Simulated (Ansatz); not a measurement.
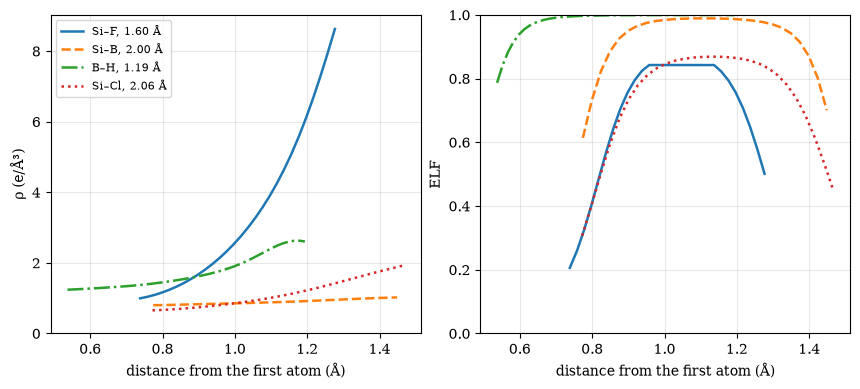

The picture shows: BClFH$_{3}$Si. Total electron density and electron localisation function along straight lines between neighbouring atoms. The curves leave out the atomic cores.

Geometry: PBE0-D4/def2-TZVP.

Computed with RKS PBE0-D4/def2-TZVPP (Ansatz).

```yaml
atoms:
  - { symbol: B, position_ang: [0.4153, 0.9824, 0.5845] }
  - { symbol: Si, position_ang: [-0.4361, -0.5418, -0.3864] }
  - { symbol: F, position_ang: [-0.7107, -0.2485, -1.9305] }
  - { symbol: Cl, position_ang: [1.0513, -1.9584, -0.2467] }
  - { symbol: H, position_ang: [0.3434, 1.0447, 1.7750] }
  - { symbol: H, position_ang: [1.0787, 1.7872, 0.0047] }
  - { symbol: H, position_ang: [-1.6807, -1.1337, 0.1537] }
```

Question: What can be read from the curves?

Answer: Si–F (1.60 Å): ρ is about 1.2 e/Å³ halfway; the ELF peaks at about 0.85 in the valence shell of F, 0.6 Å from its nucleus, and is about 0.40 at the midpoint.
Si–B (2.00 Å): ρ at the midpoint is about 0.86 e/Å³; the ELF peaks at about 1 between the atoms; localised, covalent bonding.
B–H (1.19 Å): the density is about 1.3 e/Å³ at the midpoint; the ELF climbs to about 1 towards the hydrogen, as it does in any bond to H; a covalent bond by its length.
Si–Cl (2.06 Å): ρ at the midpoint is about 0.9 e/Å³; the ELF peaks at about 0.85 between the atoms, as expected for a shared but strongly polarised pair.
